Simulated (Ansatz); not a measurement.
# BiB (4H polytype) (P6_3mc): G0W0 under other settings

A base run on BiB (4H polytype) (P6_3mc), then changed inputs.

Method: G0W0 on PBE, plane waves, PAW, in Ansatz 0.2.0.

The structure was built from a prototype and need not be the compound's stable phase.

## Step 1: The structure

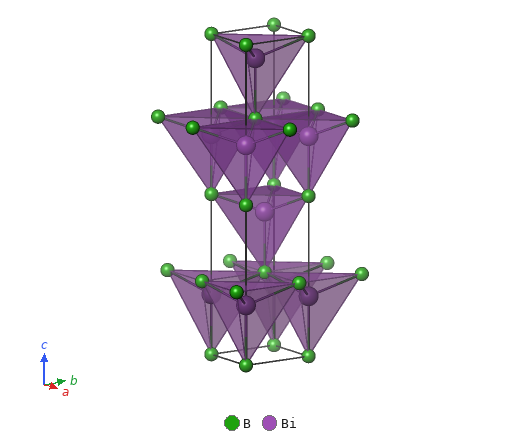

The starting structure, seen slightly off an axis (boron green, bismuth purple). Bonds to atoms that aren't drawn are left out. Some periodic images of atoms are drawn too.

The structure was relaxed with PBE. The structure type comes from a generator and need not be one that this composition takes. The runs that relaxed it are not among those shown. Spin-orbit coupling is left out unless a step names it. The default PAW set here is soft_2. Its files were made with PBE.

## Step 2: The base run: 6×6×2 mesh, 500 empty bands, screening to 120 eV

G0W0 replaces the xc potential by the self-energy, built once from these orbitals. Only a window of levels is corrected, while the sums run over the empty bands that the input names.

input.yaml

```yaml
crystal:
  lattice:
    - [3.8956272968, 0.0, 0.0]
    - [-1.9478136484, 3.3737122027, 0.0]
    - [0.0, 0.0, 12.7602919113]
  atoms:
    - { symbol: B, position: [0.0, 0.0, 0.0004571309] }
    - { symbol: B, position: [0.3333333333, 0.6666666667, 0.2494352804] }
    - { symbol: B, position: [0.0, 0.0, 0.5004571309] }
    - { symbol: B, position: [0.6666666667, 0.3333333333, 0.7494352804] }
    - { symbol: Bi, position: [0.0, 0.0, 0.187221663] }
    - { symbol: Bi, position: [0.3333333333, 0.6666666667, 0.4378859257] }
    - { symbol: Bi, position: [0.0, 0.0, 0.687221663] }
    - { symbol: Bi, position: [0.6666666667, 0.3333333333, 0.9378859257] }
kpoints:
  mp_grid: { grid: [6, 6, 2] }
hamiltonian:
  xc: pbe
scf:
  occupations: { method: fixed }
gw:
  n_empty_bands: 500
  ecut_chi: 120.0
  qp_bands: [v2, c2]
  qp_kpoints: band_edges
  screening: { model: contour_deformation }
```

Started as:

```sh
ansatz run input.yaml --threads 8 --pin off --max-ram 17510MiB --backend cpu --events-out ev --progress --plain --runs-dir out
```

Numbers of over 12 decimals in the logs are rounded to 6 here.

The program printed:

```text
Engine: ansatz 0.2.0, aarch64-unknown-linux-gnu
Pseudopotentials: kind: paw
Pseudopotential: B, paw, valence charge 3, recommended cutoff 420 eV (normal), B.paw.azcp
Pseudopotential: Bi, paw, valence charge 15, recommended cutoff 420 eV (normal), Bi.paw.azcp
Functional definition: PBE
  parameter kappa = 0.804
  parameter beta = 0.066725
  exchange = pbe_x(kappa = kappa, mu = beta*pi^2/3)
  correlation = pbe_c(beta = beta)
Crystal: 8 atoms, lattice volume = 167.705 Å³
Basis set: ecut = 420 eV, 3319 PW (Γ)
Bands: 44, of which v1, the nominal top of the filled ones, is band 36 counted from 1 (35 counted from 0)
Symmetry: 12 space group operations
Space group: P63mc (ITA 186), of the structure as read, at distance tolerance 5.5e-5 Å
k-points: 14 of 72
Non-local potential: B, projectors of the file, l = 0: 2, l = 1: 2, l = 2: 1
Non-local potential: Bi, projectors of the file, l = 0: 2, l = 1: 2, l = 2: 2, l = 3: 2
PAW form: soft (Blöchl's): semilocal exchange-correlation on the pseudo side does not see the compensation charge
PAW one-centre angular grid: B, 110 points (default); XC on 64 Gauss nodes
PAW one-centre angular grid: Bi, 590 points (default); XC on 64 Gauss nodes
Initial density: superposition of atomic densities (neutral atoms: chi_scale 0, normalization atom), corrected by the library's trained network
Initial wavefunctions: pseudopotential atomic-orbital guess
Functional: x = pbe(κ = 0.804, μ = 0.219515), c = pbe(β = 0.066725)
SCF iter   1: F=—  HF=-50203.414258 eV  |F-HF|=—  |Δ(HF+E_count)|=         —  Δρ=2.15e-3  dr2=1.03e-2  ethr=1.77e-3  ⟨swp⟩=5.1  Hψ=2265  notcnv=0  defer=77
preconditioner: auto → Resta (q_TF=auto, 2.370 Å⁻¹)  ε∞=2.8  [insulator: Δε(μ)=0.193 eV  Ē_g=18.021 eV  n_scr=38 (ndim 8)  ℏωp=24.3 eV  f_vac=0.008  ε∞_Penn≈2.8]
SCF iter   2: F=—  HF=-50203.412769 eV  |F-HF|=—  |Δ(HF+E_count)|=   1.49e-3  Δρ=9.69e-4  dr2=1.67e-3  ethr=1.43e-5  ⟨swp⟩=2.6  Hψ=1212  notcnv=0  defer=83
SCF iter   3: F=—  HF=-50203.413816 eV  |F-HF|=—  |Δ(HF+E_count)|=   1.05e-3  Δρ=3.67e-4  dr2=2.56e-4  ethr=2.32e-6  ⟨swp⟩=2.0  Hψ=794  notcnv=0  defer=83
SCF iter   4: F=—  HF=-50203.414119 eV  |F-HF|=—  |Δ(HF+E_count)|=   3.04e-4  Δρ=8.16e-5  dr2=1.93e-5  ethr=3.55e-7  ⟨swp⟩=2.0  Hψ=816  notcnv=0  defer=83
SCF iter   5: F=—  HF=-50203.414144 eV  |F-HF|=—  |Δ(HF+E_count)|=   2.53e-5  Δρ=3.13e-5  dr2=3.51e-6  ethr=2.68e-8  ⟨swp⟩=2.0  Hψ=796  notcnv=0  defer=50
SCF iter   6: F=—  HF=-50203.414145 eV  |F-HF|=—  |Δ(HF+E_count)|=   9.73e-7  Δρ=1.27e-5  dr2=6.50e-7  ethr=4.87e-9  ⟨swp⟩=3.0  Hψ=1086  notcnv=0  defer=51
SCF iter   7: F=-50203.414146 eV  HF=-50203.414146 eV  |F-HF|=1.97e-8  |Δ(HF+E_count)|=   1.86e-7  Δρ=3.33e-6  dr2=3.52e-8  ethr=1.39e-10  ⟨swp⟩=9.1  Hψ=2319  notcnv=0
SCF 1 converged in 7 iterations: F = -50203.414146 eV  dr2 = 3.52e-8
[...]
E_vxc        = -716.179043  (∫ρ·V_xc dr)
  E_paw        = -42975.467906  (= ΣΔE_a)
  E_vpaw       = -1164.969159  (= ΣTr[D̂ρ^β])
  E_aug_tail   = -0.001783  (compensation charges beyond the density's cutoff)
  E_ewald      = -5977.834295
  E_smearing   = -0.000000  (= −TS)
  E_closure    = 0.000000  (closes the sum)
  Σ components = -50203.414146   (vs F -50203.414146, Δ=0.00e0)
--- Band table (eV; the first three rows and the last of 14) ---
  k-point 0: bands = [... 32 lower, 9.4281, 10.2815, 10.3929, 10.3929, 10.5808, 10.6243, 10.9214, 11.2806, ... 4 higher]
  k-point 1: bands = [... 32 lower, 10.0344, 10.0344, 10.0344, 10.0344, 10.6925, 10.6925, 11.5004, 11.5004, ... 4 higher]
  k-point 2: bands = [... 32 lower, 8.8438, 8.8558, 9.7096, 9.8827, 11.6455, 11.7225, 11.8566, 12.4120, ... 4 higher]
  k-point 13: bands = [... 32 lower, 7.3287, 7.3287, 7.6884, 7.6884, 11.9053, 11.9053, 12.9300, 12.9300, ... 4 higher]
--- G₀W₀: contour deformation, 8 samples at zero and on the imaginary axis and 1 off it, 72 q-points, 500 empty bands' worth ---
  eigenvalues of the whole cell's RPA ε∞ on this k-mesh (on a slab, of 1 + 4πα/V) = 103.5493, 283.4071, 283.4071; static W/v taken at q = 0 is 0.004100
  bands read: the sum over 536 bands ends inside a degenerate multiplet in 2 slots, whose members it reads at an even weight; the widest, k=1: bands 535 to 538 (counted from 1) at 2/4 each
  gw.qp_kpoints: band_edges: 9 of 14 stored k-points solved, in 1 pass; an edge of the gap read off the rows below is read off those points alone
    valence top: of the k-points left out ik 8 came nearest to being solved in a further pass, in band 36 (counted from 1, as in the quasiparticle table): it holds the edge there only if its correction is more favourable than any solved in that band by at least 1.307 eV; those differ by 0.140 eV
    conduction bottom: of the k-points left out ik 10 came nearest to being solved in a further pass, in band 37 (counted from 1, as in the quasiparticle table): it holds the edge there only if its correction is more favourable than any solved in that band by at least 0.948 eV; those differ by 0.123 eV
    ik  band        ε_KS         Σx   Σc(E_QP)       V_xc       Z   E_QP_lin       E_QP  E_QP is
     0    35     10.3929   -14.7611     0.3648   -14.1571  0.7363    10.1495    10.1538  root
     0    36     10.3929   -14.7611     0.3648   -14.1571  0.7363    10.1495    10.1538  root
     0    37     10.5808   -11.0170    -3.5247   -14.5934  0.7380    10.6326    10.6324  root
     0    38     10.6243   -11.9411    -3.6329   -15.7021  0.7331    10.7535    10.7524  root
     1    35     10.0344   -14.7608     0.5239   -13.9753  0.7379     9.7674     9.7729  root
     1    36     10.0344   -14.7608     0.5239   -13.9753  0.7379     9.7674     9.7729  root
     1    37     10.6925   -10.3097    -3.6775   -14.0337  0.7397    10.7391    10.7390  root
     1    38     10.6925   -10.3097    -3.6775   -14.0337  0.7397    10.7391    10.7390  root
[...]
13    35      7.6884   -14.8741     1.6025   -12.8922  0.7199     7.2936     7.3091  root
    13    36      7.6884   -14.8741     1.6025   -12.8922  0.7199     7.2936     7.3091  root
    13    37     11.9053    -7.8678    -4.0149   -11.8182  0.7464    11.8411    11.8408  root
    13    38     11.9053    -7.8678    -4.0149   -11.8182  0.7464    11.8411    11.8408  root
[key lines of the parts left out:]
SCF converged after 7 iterations
Free energy (F): -50203.414146 eV
Fermi energy:    10.392892 eV
```

The job ended after 9.7 min (8 threads of Arm Neoverse V2, shared host; peak memory 6.9 GiB; 71 min of CPU time).

The column dr2 measures how far the density is from self-consistency, as an energy; F and HF (Harris–Foulkes) agree once it is small.

Numbers from this step:

| Quantity | Value |
| --- | --- |
| bands summed | 536 |
| RPA ε∞ on this mesh (eigenvalues) | 103.5, 283.4, 283.4 |
| plane waves in the screening matrix | 515 |
| q-points in the mesh | 72 |
| G0W0 gap on the mesh | 0.4786 eV |
| k of the valence top | 0, 0, 0 |
| k of the conduction bottom | 0, 0, 0 |
| starting gap on the mesh | 0.1879 eV |
| Z at the valence top | 0.7363 |
| Z at the conduction bottom | 0.7380 |
| least direct G0W0 gap on the computed points | 0.4786 eV |

The gap on the mesh goes from 0.19 eV to 0.48 eV, a correction of +0.29 eV. Between the two edge states, bare exchange in place of the xc potential would open the gap by 4.18 eV, and correlation takes back 3.89 eV.

## Step 3: Variant: larger pair-density box

Edit input.yaml of step 2 so:

```diff
@@ -21,4 +21,4 @@
 gw:
-  n_empty_bands: 500
-  ecut_chi: 120.0
+  n_empty_bands: 380
+  ecut_chi: 100
   qp_bands: [v2, c2]
@@ -26 +26,2 @@
   screening: { model: contour_deformation }
+  ecutfock_ratio: 2
```

The program printed:

```text
[...]
Crystal: 8 atoms, lattice volume = 167.705 Å³
Basis set: ecut = 420 eV, 3319 PW (Γ)
Bands: 44, of which v1, the nominal top of the filled ones, is band 36 counted from 1 (35 counted from 0)
Symmetry: 12 space group operations
[...]
k-points: 14 of 72
[...]
SCF iter   1: F=—  HF=-50203.414258 eV  |F-HF|=—  |Δ(HF+E_count)|=         —  Δρ=2.15e-3  dr2=1.03e-2  ethr=1.77e-3  ⟨swp⟩=5.1  Hψ=2265  notcnv=0  defer=77
[...]
SCF iter   7: F=-50203.414146 eV  HF=-50203.414146 eV  |F-HF|=1.97e-8  |Δ(HF+E_count)|=   1.86e-7  Δρ=3.33e-6  dr2=3.52e-8  ethr=1.39e-10  ⟨swp⟩=9.1  Hψ=2319  notcnv=0
SCF 1 converged in 7 iterations: F = -50203.414146 eV  dr2 = 3.52e-8
[...]
NSCF: frozen V_eff on 14 k-points
G₀W₀ screening: q 1/14
[... further progress lines ...]
SCF converged after 7 iterations
Free energy (F): -50203.414146 eV
[...]
Internal energy: -50203.414146 eV  (E = F + TS)
E sigma→0 (E₀):  -50203.414146 eV
Fermi energy:    10.392892 eV
[...]
--- Band table (eV; the first three rows and the last of 14) ---
  k-point 0: bands = [... 32 lower, 9.4281, 10.2815, 10.3929, 10.3929, 10.5808, 10.6243, 10.9214, 11.2806, ... 4 higher]
  k-point 1: bands = [... 32 lower, 10.0344, 10.0344, 10.0344, 10.0344, 10.6925, 10.6925, 11.5004, 11.5004, ... 4 higher]
  k-point 2: bands = [... 32 lower, 8.8438, 8.8558, 9.7096, 9.8827, 11.6455, 11.7225, 11.8566, 12.4120, ... 4 higher]
  k-point 13: bands = [... 32 lower, 7.3287, 7.3287, 7.6884, 7.6884, 11.9053, 11.9053, 12.9300, 12.9300, ... 4 higher]
[...]
0    35     10.3929   -14.7611     0.4449   -14.1571  0.7370    10.2320    10.2339  root
     0    36     10.3929   -14.7611     0.4449   -14.1571  0.7370    10.2320    10.2339  root
     0    37     10.5808   -11.0170    -3.4448   -14.5934  0.7386    10.7136    10.7124  root
     0    38     10.6243   -11.9411    -3.5434   -15.7021  0.7338    10.8454    10.8419  root
     1    35     10.0344   -14.7608     0.6020   -13.9753  0.7387     9.8474     9.8508  root
     1    36     10.0344   -14.7608     0.6020   -13.9753  0.7387     9.8474     9.8508  root
     1    37     10.6925   -10.3097    -3.6031   -14.0337  0.7402    10.8146    10.8135  root
     1    38     10.6925   -10.3097    -3.6031   -14.0337  0.7402    10.8146    10.8135  root
[...]
13    35      7.6884   -14.8741     1.6623   -12.8922  0.7203     7.3591     7.3689  root
    13    36      7.6884   -14.8741     1.6623   -12.8922  0.7203     7.3591     7.3689  root
    13    37     11.9053    -7.8678    -3.9590   -11.8182  0.7469    11.8968    11.8968  root
    13    38     11.9053    -7.8678    -3.9590   -11.8182  0.7469    11.8968    11.8968  root
```

It took 6.2 min on 8 threads; peak memory 4.7 GiB; 46 min of CPU time.

The G0W0 gap on the mesh is 0.479 eV.

Against the base:

```
              setting   base  variant
          empty bands    500      380
screening cutoff (eV)  120.0      100
       ecutfock ratio      -        2
```

```
                                    quantity  variant   base
                    starting gap on the mesh    0.188  0.188
                        G0W0 gap on the mesh    0.479  0.479
least direct G0W0 gap on the computed points    0.479  0.479
                        Z at the valence top    0.737  0.736
                  Z at the conduction bottom    0.739  0.738
```

## Step 4: Summary of results

```json
{"base": "0.48 eV, 9.7 min", "larger pair-density box": "0.48 eV, 6.2 min"}
```

**Reading.** Larger pair-density box: the gap moves by −0.0001 eV. The variant differs from the base in empty bands, screening cutoff and ecutfock ratio together, so the change can't be laid to one of them. All runs here use a coarse mesh and modest cutoffs; they test settings and are not final values. The 6×6×2 mesh is coarse for this cell (its supercell is 23 Å along the shortest edge). The RPA ε∞ on it, from the PBE start, is 103.55 and 283.41; such meshes misread the long-range screening, most where the gap is narrow. Where an edge is built on 6p states of lead, bismuth or thallium, scalar-relativistic gaps usually stand too wide, by a few tenths to over one eV. With atoms this heavy and so narrow a gap, spin-orbit coupling can invert the bands. These scalar-relativistic gaps are then model values, not to be set against experiment, and a spin-orbit change taken from DFT can't simply be added. On this mesh the RPA ε∞ passes 90, more than nearly any semiconductor shows; a coarse mesh does this where one point with a narrow direct gap carries much weight. The screening is then too strong, and the G0W0 gap should not be taken as the material's.

[Paths, hosts, dates, memory and timing lines, banners, echoed tables and standing remarks are left out of the program output.]

[Logs are printed without paths, hosts, clocks, repeated set-up lines and the standing remarks that a program may print on its own settings, such as how far it seeks lower states.]

[Runs of the session that timed out or met a known fault of the program may be left out.]

[Cells called generated may have been cut or substituted from an entry of the Crystallography Open Database or the Materials Project.]

[Hosts, paths, dates, database ids (printed as entryN), source tags and the programs' standing remarks are cut or masked in the printed files.]
